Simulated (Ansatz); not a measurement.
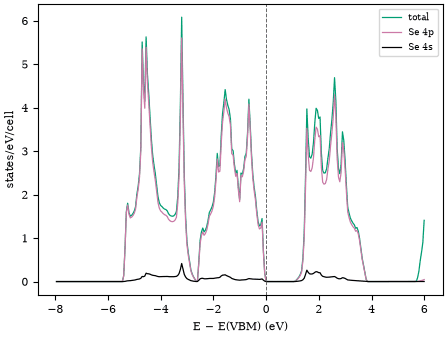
Figure: Total and projected density of states of Se (trigonal Se type, P3_121), PBE (plane waves, PAW; program Ansatz)

Which orbitals carry the states next to the gap?

Top 1 eV of the valence band: Se 4p 97 %. Bottom 1 eV of the conduction band: Se 4p 89 %, Se 4s 6 %. Projections are on Löwdin-orthogonalised atomic valence shells; empty p or d shells of many metals are not among them.

Where is the tallest occupied peak in this window, and what makes it?

Near -3.2 eV, about 6.1 states/eV per cell; the largest projected share is Se 4p.

The PBE relaxation kept the symmetry of its start. A crystal of weakly bound chains computed without a dispersion correction: the cell and the soft elastic constants depend strongly on that. Spin–orbit coupling is left out wherever it is not named.

Potentials: the later of the program's two PAW sets.
